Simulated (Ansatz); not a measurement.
## Geometry relaxation, with input and output: GeH3ClO2

- system: GeH3ClO2
- method: RHF/def2-SVP (Ansatz 0.2.0)

It belongs to a series of runs on one base structure; here: start relaxed. Figures and captions count atoms from 1; the log counts them from 0 in places.

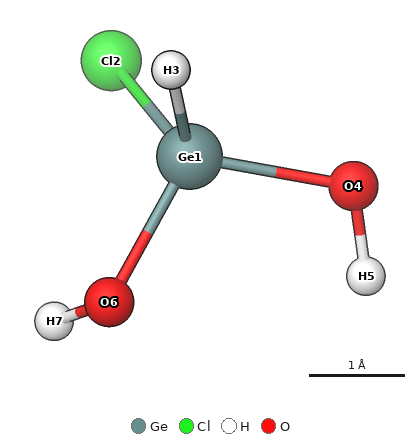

Fig. 1: The input geometry (ball-and-stick view, seen on its broad side; atoms are numbered from 1 in the order of the input). Sticks mark near contacts. Bond lengths as drawn: Cl–Ge 2.22 Å, Ge–H 1.55 Å, Ge–O 1.77 Å and H–O 1.01 Å.

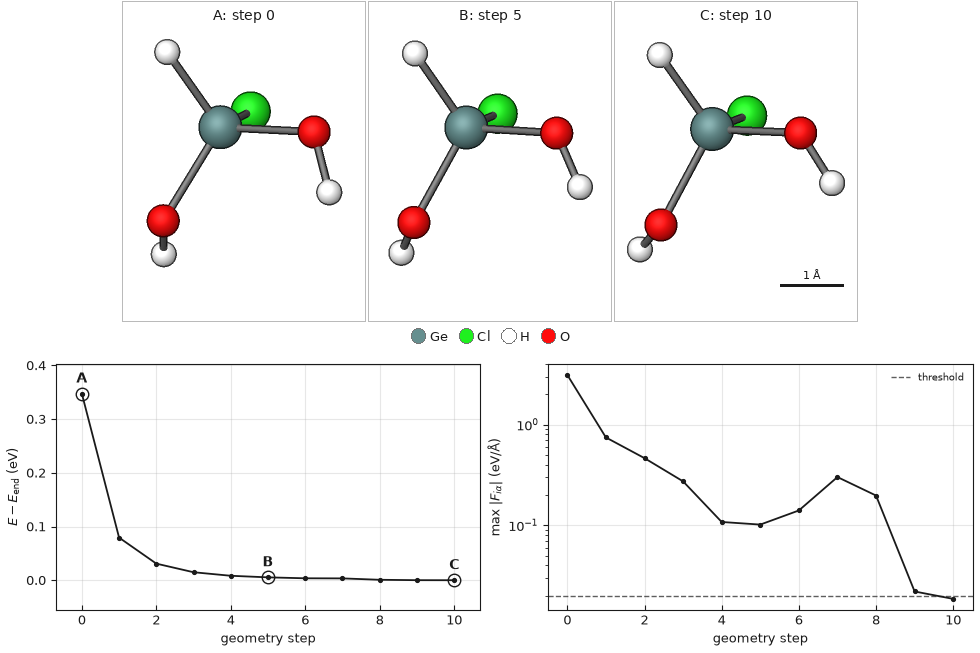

Fig. 2: Frames of the relaxation (ball-and-stick view, seen at a tilt) above the curves, on which the letters mark them (the first geometry is step 0 here and step 1 in the log).

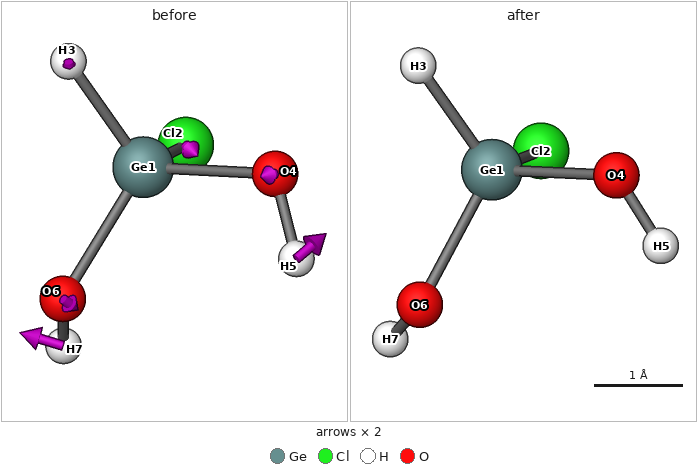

Fig. 3: Before (left) and after (right) the relaxation, at one scale (ball-and-stick view, seen at a tilt). The pink arrows give the displacements, magnified 2 times. After 10 geometry steps the energy has fallen by 0.347 eV. The largest force component goes from 3.1 to 0.019 eV/Å. The largest move after the best rigid fit is that of H7, 0.27 Å. Largest moves by element: H 0.27 Å, Cl 0.14 Å, O 0.14 Å, Ge 0.04 Å. Among the contacts that change: O4–H5 1.010 → 0.946 Å, Ge1–Cl2 2.220 → 2.162 Å, Ge1–H3 1.550 → 1.510 Å, Ge1–O4 1.769 → 1.735 Å. Among the angles that change: Ge1–O4–H5 109.5° → 117.5°, H3–Ge1–O6 109.5° → 114.1°, Cl2–Ge1–O6 109.5° → 106.1°. (Atoms are counted from 1 in the order of the input.)

These pictures come from the run below.

### Input
```yaml
crystal:
  periodic: [false, false, false]
  atoms:
    - { symbol: Ge, position_ang: [0.0, 0.0, 0.0] }
    - { symbol: Cl, position_ang: [0.0, 0.0, 2.22] }
    - { symbol: H, position_ang: [1.4616, 0.0, -0.5162] }
    - { symbol: O, position_ang: [-0.8337, 1.4443, -0.5894] }
    - { symbol: H, position_ang: [-1.7915, 1.2136, -0.8118] }
    - { symbol: O, position_ang: [-0.8337, -1.4443, -0.5894] }
    - { symbol: H, position_ang: [-1.2883, -1.91, 0.183] }
basis:
  gaussian: { orbitals: def2-SVP }
hamiltonian:
  xc: hf
relax:
  f_tol: 0.02
  max_steps: 40
```

Command:
```bash
ansatz run input.yaml --threads 1 --pin off --max-ram 2048MiB --backend cpu --events-out ev --progress --plain --runs-dir out
```

### What the program printed
```
The last accepted step is kept in [file] (removed where the run ends without a failure and the disk answers)
Engine: ansatz 0.2.0, x86_64-unknown-linux-gnu
Functional definition: HF
  exchange = exact_x
  correlation = 0
947 factors; integrals over basis functions are off by at most 3.7e-4 eV
mean field evaluation 1: about -73083.0125 eV, gradient 4.4e1 eV
mean field evaluation 2: about -73083.0480 eV, gradient 4.4e1 eV
mean field evaluation 4: about -73086.8950 eV, gradient 2.7e0 eV
mean field evaluation 8: about -73086.9249 eV, gradient 1.5e-4 eV
mean field -73086.92491360 eV, -2685.8949504779 hartree, gradient 1.6e-5 eV, S^2 0.000000; 0 other end points of the search recorded, 0 dependent functions left out
the calculation of the forces begins
reference -73086.92491360 eV, -2685.8949504779 hartree; 34, 34 occupied and 59, 59 virtual orbitals, 947 factors
relax step   1: F+E_penalty+E_count = -73086.92491360 eV  Δ(F+E_penalty+E_count) = +0.000e0 eV  max|allowed force component| = 3.113e0 eV/Å  Δτ_max = 0.0000 Å  (34 SCF iters, accepted)
these checks for a lower state are left out or cut short: starts, cluster_reference, orbital_swaps, neighbouring_geometries, increment
947 factors; integrals over basis functions are off by at most 3.4e-4 eV
mean field evaluation 16: about -73087.1930 eV, gradient 1.9e-3 eV
mean field -73087.19299972 eV, -2685.9048024609 hartree, gradient 2.8e-5 eV, S^2 0.000000; 0 other end points of the search recorded, 0 dependent functions left out
the calculation of the forces begins
reference -73087.19299972 eV, -2685.9048024609 hartree; 34, 34 occupied and 59, 59 virtual orbitals, 947 factors
relax step   2: F+E_penalty+E_count = -73087.19299972 eV  Δ(F+E_penalty+E_count) = -2.681e-1 eV  max|allowed force component| = 7.459e-1 eV/Å  Δτ_max = 0.1566 Å  (32 SCF iters, accepted)
these checks for a lower state are left out or cut short: starts, cluster_reference, orbital_swaps, neighbouring_geometries, increment
947 factors; integrals over basis functions are off by at most 3.4e-4 eV
mean field -73087.24143149 eV, -2685.9065822957 hartree, gradient 2.4e-5 eV, S^2 0.000000; 0 other end points of the search recorded, 0 dependent functions left out
the calculation of the forces begins
reference -73087.24143149 eV, -2685.9065822957 hartree; 34, 34 occupied and 59, 59 virtual orbitals, 947 factors
relax step   3: F+E_penalty+E_count = -73087.24143149 eV  Δ(F+E_penalty+E_count) = -4.843e-2 eV  max|allowed force component| = 4.648e-1 eV/Å  Δτ_max = 0.0447 Å  (33 SCF iters, accepted)
these checks for a lower state are left out or cut short: starts, cluster_reference, orbital_swaps, neighbouring_geometries, increment
947 factors; integrals over basis functions are off by at most 3.5e-4 eV
mean field evaluation 32: about -73087.2575 eV, gradient 2.5e-5 eV
mean field -73087.25745291 eV, -2685.9071710722 hartree, gradient 2.5e-5 eV, S^2 0.000000; 0 other end points of the search recorded, 0 dependent functions left out
the calculation of the forces begins
reference -73087.25745291 eV, -2685.9071710722 hartree; 34, 34 occupied and 59, 59 virtual orbitals, 947 factors
relax step   4: F+E_penalty+E_count = -73087.25745291 eV  Δ(F+E_penalty+E_count) = -1.602e-2 eV  max|allowed force component| = 2.734e-1 eV/Å  Δτ_max = 0.0886 Å  (32 SCF iters, accepted)
these checks for a lower state are left out or cut short: starts, cluster_reference, orbital_swaps, neighbouring_geometries, increment
947 factors; integrals over basis functions are off by at most 3.4e-4 eV
mean field -73087.26403441 eV, -2685.9074129377 hartree, gradient 2.4e-5 eV, S^2 0.000000; 0 other end points of the search recorded, 0 dependent functions left out
the calculation of the forces begins
reference -73087.26403441 eV, -2685.9074129377 hartree; 34, 34 occupied and 59, 59 virtual orbitals, 947 factors
relax step   5: F+E_penalty+E_count = -73087.26403441 eV  Δ(F+E_penalty+E_count) = -6.581e-3 eV  max|allowed force component| = 1.081e-1 eV/Å  Δτ_max = 0.0225 Å  (35 SCF iters, accepted)
these checks for a lower state are left out or cut short: starts, cluster_reference, orbital_swaps, neighbouring_geometries, increment
947 factors; integrals over basis functions are off by at most 3.4e-4 eV
mean field -73087.26697634 eV, -2685.9075210517 hartree, gradient 2.4e-5 eV, S^2 0.000000; 0 other end points of the search recorded, 0 dependent functions left out
the calculation of the forces begins
reference -73087.26697634 eV, -2685.9075210517 hartree; 34, 34 occupied and 59, 59 virtual orbitals, 947 factors
relax step   6: F+E_penalty+E_count = -73087.26697634 eV  Δ(F+E_penalty+E_count) = -2.942e-3 eV  max|allowed force component| = 1.018e-1 eV/Å  Δτ_max = 0.0325 Å  (34 SCF iters, accepted)
these checks for a lower state are left out or cut short: starts, cluster_reference, orbital_swaps, neighbouring_geometries, increment
947 factors; integrals over basis functions are off by at most 3.4e-4 eV
mean field -73087.26872863 eV, -2685.9075854471 hartree, gradient 2.4e-5 eV, S^2 0.000000; 0 other end points of the search recorded, 0 dependent functions left out
the calculation of the forces begins
reference -73087.26872863 eV, -2685.9075854471 hartree; 34, 34 occupied and 59, 59 virtual orbitals, 947 factors
relax step   7: F+E_penalty+E_count = -73087.26872863 eV  Δ(F+E_penalty+E_count) = -1.752e-3 eV  max|allowed force component| = 1.406e-1 eV/Å  Δτ_max = 0.0351 Å  (34 SCF iters, accepted)
these checks for a lower state are left out or cut short: starts, cluster_reference, orbital_swaps, neighbouring_geometries, increment
947 factors; integrals over basis functions are off by at most 3.4e-4 eV
mean field -73087.26891343 eV, -2685.9075922383 hartree, gradient 2.5e-5 eV, S^2 0.000000; 0 other end points of the search recorded, 0 dependent functions left out
the calculation of the forces begins
reference -73087.26891343 eV, -2685.9075922383 hartree; 34, 34 occupied and 59, 59 virtual orbitals, 947 factors
relax step   8: F+E_penalty+E_count = -73087.26891343 eV  Δ(F+E_penalty+E_count) = -1.848e-4 eV  max|allowed force component| = 3.017e-1 eV/Å  Δτ_max = 0.0782 Å  (32 SCF iters, accepted)
these checks for a lower state are left out or cut short: starts, cluster_reference, orbital_swaps, neighbouring_geometries, increment
947 factors; integrals over basis functions are off by at most 3.4e-4 eV
mean field evaluation 64: about -73087.2715 eV, gradient 2.2e-4 eV
mean field -73087.27150361 eV, -2685.9076874259 hartree, gradient 2.4e-5 eV, S^2 0.000000; 0 other end points of the search recorded, 0 dependent functions left out
the calculation of the forces begins
reference -73087.27150361 eV, -2685.9076874259 hartree; 34, 34 occupied and 59, 59 virtual orbitals, 947 factors
relax step   9: F+E_penalty+E_count = -73087.27150361 eV  Δ(F+E_penalty+E_count) = -2.590e-3 eV  max|allowed force component| = 1.978e-1 eV/Å  Δτ_max = 0.0413 Å  (33 SCF iters, accepted)
these checks for a lower state are left out or cut short: starts, cluster_reference, orbital_swaps, neighbouring_geometries, increment
947 factors; integrals over basis functions are off by at most 3.4e-4 eV
mean field -73087.27223499 eV, -2685.9077143035 hartree, gradient 2.4e-5 eV, S^2 0.000000; 0 other end points of the search recorded, 0 dependent functions left out
the calculation of the forces begins
reference -73087.27223499 eV, -2685.9077143035 hartree; 34, 34 occupied and 59, 59 virtual orbitals, 947 factors
relax step  10: F+E_penalty+E_count = -73087.27223499 eV  Δ(F+E_penalty+E_count) = -7.314e-4 eV  max|allowed force component| = 2.207e-2 eV/Å  Δτ_max = 0.0295 Å  (33 SCF iters, accepted)
these checks for a lower state are left out or cut short: starts, cluster_reference, orbital_swaps, neighbouring_geometries, increment
947 factors; integrals over basis functions are off by at most 3.4e-4 eV
mean field -73087.27232282 eV, -2685.9077175310 hartree, gradient 2.5e-5 eV, S^2 0.000000; 0 other end points of the search recorded, 0 dependent functions left out
the calculation of the forces begins
reference -73087.27232282 eV, -2685.9077175310 hartree; 34, 34 occupied and 59, 59 virtual orbitals, 947 factors
relax step  11: F+E_penalty+E_count = -73087.27232282 eV  Δ(F+E_penalty+E_count) = -8.782e-5 eV  max|allowed force component| = 1.863e-2 eV/Å  Δτ_max = 0.0125 Å  (34 SCF iters, accepted)
947 factors; integrals over basis functions are off by at most 3.4e-4 eV
mean field -73087.27232282 eV, -2685.9077175310 hartree, gradient 2.5e-5 eV, S^2 0.000000; 1 other end points of the search recorded, 0 dependent functions left out
the calculation of the forces begins
reference -73087.27232282 eV, -2685.9077175310 hartree; 34, 34 occupied and 59, 59 virtual orbitals, 947 factors
Total energy: -73087.27232282 eV, -2685.9077175310 hartree
Atom 0 at    -0.023018    -0.011558    -0.027710 Å, force    -0.018633    -0.003759     0.008069 eV/Å
Atom 1 at    -0.092008     0.051404     2.132702 Å, force     0.002362     0.000029    -0.002594 eV/Å
Atom 2 at     1.415758    -0.027310    -0.486179 Å, force     0.008276     0.001076    -0.002722 eV/Å
Atom 3 at    -0.804196     1.385325    -0.697649 Å, force     0.003428    -0.002303    -0.002112 eV/Å
Atom 4 at    -1.749396     1.411623    -0.672987 Å, force     0.000591    -0.000437     0.000753 eV/Å
Atom 5 at    -0.937663    -1.419211    -0.501318 Å, force     0.002271     0.003804    -0.001522 eV/Å
Atom 6 at    -1.095077    -2.086673     0.149340 Å, force     0.001704     0.001589     0.000128 eV/Å
Dipole moment:    -0.089653    -0.242003    -0.007115 e Å
```

### Trajectory as extended XYZ (Å, eV, eV/Å), 11 frames, from step=1 to step=11
```
7
Properties=species:S:1:pos:R:3:forces:R:3 step=1 energy=-73086.92491
Ge    0.0000    0.0000    0.0000    0.6803   0.3451  -0.1772
Cl    0.0000    0.0000    2.2200   -0.1298  -0.1023  -1.0680
H     1.4616    0.0000   -0.5162   -0.6605   0.0713   0.3503
O    -0.8337    1.4443   -0.5894   -2.7014  -1.6700  -0.3096
H    -1.7915    1.2136   -0.8118    2.8194   0.9393   0.6054
O    -0.8337   -1.4443   -0.5894   -1.2612  -0.7237   3.1130
H    -1.2883   -1.9100    0.1830    1.2532   1.1404  -2.5139
7
Properties=species:S:1:pos:R:3:forces:R:3 step=2 energy=-73087.19300
Ge    0.0426    0.0055   -0.0595   -0.7459  -0.0692   0.2345
Cl   -0.0758   -0.0640    2.0988    0.1694   0.0654   0.1326
H     1.4872    0.0320   -0.5024   -0.1060   0.0044  -0.1127
O    -0.8482    1.4269   -0.5787   -0.3174  -0.7240  -0.2459
H    -1.7626    1.2243   -0.7849    0.6176   0.2958   0.1402
O    -0.8775   -1.4303   -0.5163    0.0785   0.1122   0.5469
H    -1.2511   -1.8909    0.2393    0.3037   0.3154  -0.6958
7
Properties=species:S:1:pos:R:3:forces:R:3 step=3 energy=-73087.24143
Ge    0.0256    0.0065   -0.0236   -0.4532  -0.0429  -0.1695
Cl   -0.0546   -0.0486    2.1349    0.0605   0.0672   0.0117
H     1.4535    0.0280   -0.5054    0.0395   0.0141  -0.0079
O    -0.8376    1.4112   -0.6160    0.0564  -0.4648   0.0959
H    -1.7565    1.2355   -0.7759    0.0941   0.1786  -0.0038
O    -0.8721   -1.4231   -0.5226    0.1774   0.2877   0.2860
H    -1.2439   -1.9059    0.2048    0.0253  -0.0400  -0.2124
7
Properties=species:S:1:pos:R:3:forces:R:3 step=4 energy=-73087.25745
Ge    0.0024    0.0025   -0.0117   -0.1258  -0.0674  -0.0612
Cl    0.0012   -0.0019    2.1406   -0.0879   0.0167   0.1716
H     1.4367    0.0247   -0.4620    0.0969  -0.0190  -0.1578
O    -0.8352    1.3994   -0.6266    0.1086  -0.1479   0.0499
H    -1.7585    1.2734   -0.7828   -0.1058   0.0763  -0.0221
O    -0.8896   -1.4163   -0.5149    0.1579   0.2734  -0.1444
H    -1.2425   -1.9782    0.1536   -0.0439  -0.1321   0.1641
7
Properties=species:S:1:pos:R:3:forces:R:3 step=5 energy=-73087.26403
Ge    0.0004    0.0004   -0.0078    0.0053   0.0099  -0.0366
Cl   -0.0173    0.0045    2.1510   -0.0485   0.0029   0.0247
H     1.4320    0.0167   -0.4825    0.0297  -0.0116  -0.0415
O    -0.8288    1.3990   -0.6264   -0.0206  -0.1081   0.0226
H    -1.7565    1.2859   -0.7770    0.0016   0.0773   0.0033
O    -0.8898   -1.4132   -0.5154    0.0116   0.0435   0.0245
H    -1.2256   -1.9897    0.1543    0.0209  -0.0140   0.0029
7
Properties=species:S:1:pos:R:3:forces:R:3 step=6 energy=-73087.26698
Ge   -0.0025   -0.0017   -0.0091    0.0660   0.0392  -0.0018
Cl   -0.0389    0.0118    2.1521   -0.0100   0.0009  -0.0243
H     1.4280    0.0074   -0.4959   -0.0079  -0.0016   0.0254
O    -0.8218    1.3976   -0.6333   -0.0569  -0.0407  -0.0112
H    -1.7558    1.3116   -0.7628    0.0334   0.0495   0.0183
O    -0.8939   -1.4125   -0.5108   -0.0728  -0.1018   0.0499
H    -1.2007   -2.0106    0.1559    0.0483   0.0544  -0.0563
7
Properties=species:S:1:pos:R:3:forces:R:3 step=7 energy=-73087.26873
Ge   -0.0061   -0.0041   -0.0136    0.0591   0.0299   0.0157
Cl   -0.0569    0.0190    2.1479    0.0094   0.0040  -0.0246
H     1.4255   -0.0006   -0.4997   -0.0181   0.0043   0.0423
O    -0.8155    1.3955   -0.6466   -0.1096  -0.0083  -0.0334
H    -1.7566    1.3405   -0.7428    0.0961   0.0247   0.0296
O    -0.8997   -1.4155   -0.5067   -0.0917  -0.1406   0.0410
H    -1.1763   -2.0312    0.1578    0.0547   0.0859  -0.0706
7
Properties=species:S:1:pos:R:3:forces:R:3 step=8 energy=-73087.26891
Ge   -0.0197   -0.0035   -0.0118    0.0330  -0.0077   0.0067
Cl   -0.0684    0.0448    2.1494    0.0069   0.0047  -0.0303
H     1.4114   -0.0275   -0.4946    0.0190   0.0284   0.0376
O    -0.8093    1.3955   -0.6682    0.1712  -0.0057   0.0035
H    -1.7508    1.3765   -0.7189   -0.1776   0.0066   0.0059
O    -0.9324   -1.4057   -0.4953   -0.0019   0.2138  -0.3017
H    -1.1165   -2.0765    0.1357   -0.0506  -0.2402   0.2783
7
Properties=species:S:1:pos:R:3:forces:R:3 step=9 energy=-73087.27150
Ge   -0.0219   -0.0089   -0.0209    0.0005  -0.0022   0.0140
Cl   -0.0835    0.0537    2.1396    0.0086   0.0007  -0.0094
H     1.4152   -0.0290   -0.4882   -0.0067   0.0032   0.0181
O    -0.8034    1.3881   -0.6894   -0.1900   0.0215  -0.0120
H    -1.7524    1.4042   -0.6883    0.1978  -0.0122   0.0107
O    -0.9431   -1.4100   -0.4960   -0.0438  -0.0970   0.0171
H    -1.0965   -2.0946    0.1395    0.0337   0.0861  -0.0385
7
Properties=species:S:1:pos:R:3:forces:R:3 step=10 energy=-73087.27223
Ge   -0.0233   -0.0136   -0.0295    0.0064   0.0099   0.0057
Cl   -0.0947    0.0545    2.1306   -0.0049  -0.0027  -0.0006
H     1.4165   -0.0250   -0.4856    0.0024  -0.0008  -0.0046
O    -0.8047    1.3813   -0.7032   -0.0189   0.0050   0.0020
H    -1.7493    1.4194   -0.6632    0.0221  -0.0074  -0.0011
O    -0.9294   -1.4259   -0.5032   -0.0136  -0.0102  -0.0034
H    -1.1007   -2.0871    0.1503    0.0065   0.0061   0.0020
7
Properties=species:S:1:pos:R:3:forces:R:3 step=11 energy=-73087.27232
Ge   -0.0230   -0.0116   -0.0277   -0.0186  -0.0038   0.0081
Cl   -0.0920    0.0514    2.1327    0.0024   0.0000  -0.0026
H     1.4158   -0.0273   -0.4862    0.0083   0.0011  -0.0027
O    -0.8042    1.3853   -0.6976    0.0034  -0.0023  -0.0021
H    -1.7494    1.4116   -0.6730    0.0006  -0.0004   0.0008
O    -0.9377   -1.4192   -0.5013    0.0023   0.0038  -0.0015
H    -1.0951   -2.0867    0.1493    0.0017   0.0016   0.0001
```

### Summary

| quantity | value |
| --- | --- |
| outcome | converged |
| total energy | −73087.2723 eV |
| mean-field energy | −73087.2723 eV |
| largest force (length of the vector) at the end | 0.021 eV/Å |
| hardware | 1 thread of Intel Xeon (Granite Rapids), 32 GiB of memory available, shared host |
| wall time | 16 s |
| peak memory | 0.21 GiB |
